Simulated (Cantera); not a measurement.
Charge: 1 mol c-C₄F₈, 0.012 mol HCl, equilibrated at 2175 °C.

These are equilibrium values from Cantera (NASA tables, ideal gas, pure condensed phases), not measurements of a reactor. Candidate condensed phases: C, C₆H₆, C₇H₈, C₈H₁₈; 118 gas species. The feed counts by its element totals alone. The tables' values for C₂F₄ are old estimates; treat these amounts as uncertain. Gases not in the tables: C₂F₆ and larger saturated fluorocarbons. The numbers say what is thermodynamically allowed, not how fast it happens.

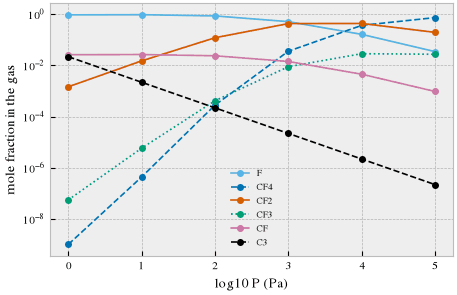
Figure: Equilibrium gas composition (values under 1e-9 drawn at 1e-9)

From 1.00e-5 bar to 1.00 bar the condensed part is C(graphite). The main C-bearing gas is C₃ at 1.00e-5 bar and CF₄ at 1.00 bar. The share of C in condensed phases is highest at 0.000100 bar (90.3 %) and lowest at 0.100 bar (35.6 %).
